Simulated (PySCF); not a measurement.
**CHFO (formyl fluoride) at wB97X/def2-TZVPP**

What is the vertical singlet–triplet gap of CHFO (formyl fluoride) at wB97X/def2-TZVPP? Input form: a Python script.

Program for the calculation: PySCF 2.14.0.

2 further runs of the same task are left out: 2 set aside as unsound or not needed.

## 1. Starting point

CHFO: 4 atoms, total charge 0, spin state singlet. SMILES: `O=CF`. The shape is that of a GFN2-xTB optimisation.

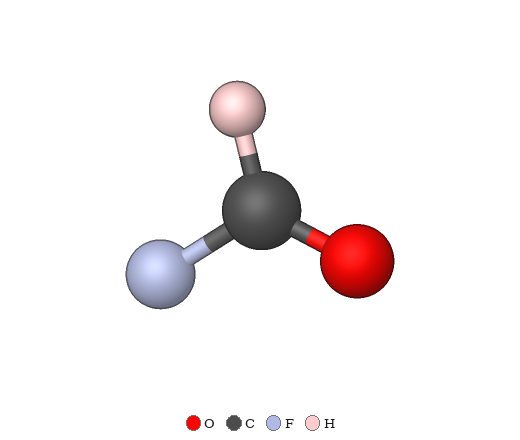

Viewed from a chosen angle; oxygen red, carbon dark grey, fluorine light blue, hydrogen pink.

## 2. A single-point energy at wB97X/def2-TZVPP

Contents of job.py:

```python
from pyscf import gto, dft

mol = gto.Mole()
mol.atom = 'O -0.889680 0.196020 0.829980; C -0.049740 0.073340 0.022930; F 0.584370 -1.090860 -0.181350; H 0.355050 0.821510 -0.671560'
mol.basis = 'def2-tzvpp'
mol.verbose = 3
mol.max_memory = 1860
mol.build()

mf = dft.RKS(mol)
mf.xc = 'wb97x'
mf.grids.level = 5
mf.conv_tol = 1e-10
mf.kernel()
if not mf.converged:
    mf = mf.newton().run(mf.mo_coeff, mf.mo_occ)

energy = mf.e_tot
print(f'total energy: {energy:.8f} hartree')
```

Launch:

```sh
$ OMP_NUM_THREADS=1 python job.py
```

The log of the run:

```text
converged SCF energy = -213.81291321121
total energy: -213.81291321 hartree
```

It took 21 s on 1 thread of Arm Neoverse V1, shared host; peak memory 0.54 GiB.

## 3. The triplet at the same level

Contents of calc.py:

```python
from pyscf import gto, dft

mol = gto.M(
    atom='O -0.889680 0.196020 0.829980; C -0.049740 0.073340 0.022930; F 0.584370 -1.090860 -0.181350; H 0.355050 0.821510 -0.671560',
    spin=2,
    max_memory=1860,
    basis='def2-tzvpp',
    verbose=3,
)

mf = dft.UKS(mol)
mf.xc = 'wb97x'
mf.conv_tol = 1e-10
mf.grids.level = 5
mf.kernel()
if not mf.converged:
    mf = mf.newton().run(mf.mo_coeff, mf.mo_occ)

etot = mf.e_tot
print('Final energy', etot)
```

Launch:

```sh
$ OMP_NUM_THREADS=1 python calc.py
```

The log of the run:

```text
WARN: HOMO -0.0246244654626686 >= LUMO -0.413958342581822

converged SCF energy = -213.610912117786  <S^2> = 2.0069488  2S+1 = 3.004629
Final energy -213.61091211778563
```

Wall time 42 s (1 thread of Arm Neoverse V1, shared host); peak memory 0.55 GiB.

## 4. What came out

At wB97X/def2-TZVPP:

| quantity | value |
| --- | --- |
| singlet: total energy | -213.81291 Eh |
| singlet: dipole moment | 2.15 D |
| singlet: HOMO energy | -12.06 eV |
| singlet: LUMO energy | 1.57 eV |
| singlet: HOMO–LUMO gap | 13.63 eV |
| triplet: total energy | -213.61091 Eh |
| triplet: dipole moment | 1.21 D |
| triplet: HOMO energy (highest over α and β) | -6.49 eV |
| triplet: LUMO energy (lowest over α and β) | -3.86 eV |
| triplet: ⟨S²⟩ | 2.007 |
| vertical energy of the triplet above the singlet | 5.497 eV |

**Reading.** At this shape the triplet lies 5.50 eV (530 kJ/mol) above the singlet. Mulliken charges (triplet) run from -0.17 on F3 to +0.17 on H4.
